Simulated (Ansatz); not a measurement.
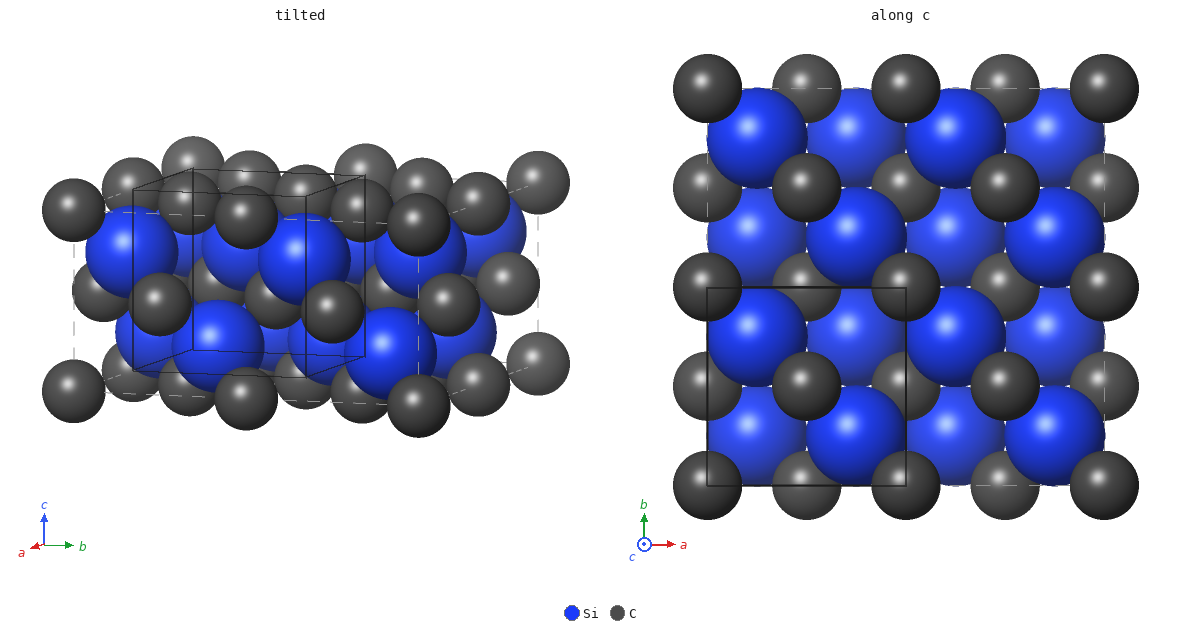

Structure drawing (space-filling), viewed slightly off an axis and along the c axis. The picture spans 2×2×1 cells, one conventional unit cell being drawn with solid lines. Cell: a = 4.354 Å, b = 4.354 Å, c = 4.354 Å, α = 90.00°, β = 90.00°, γ = 90.00°.

Chemical formula SiC. The symmetry is that of F-43m (No. 216), on a face-centred cubic lattice. The prototype is zinc blende (sphalerite type). Cell content 4 Si, 4 C; Z = 4. Si is linked to four C in a tetrahedral arrangement at about 1.9 Å. The neighbours of C are four Si in a tetrahedral arrangement at about 1.9 Å.

It goes back to a structure listed in the Materials Project. Earlier steps of the study may have refined or changed the cell and positions. A calculation with Ansatz used it as input.
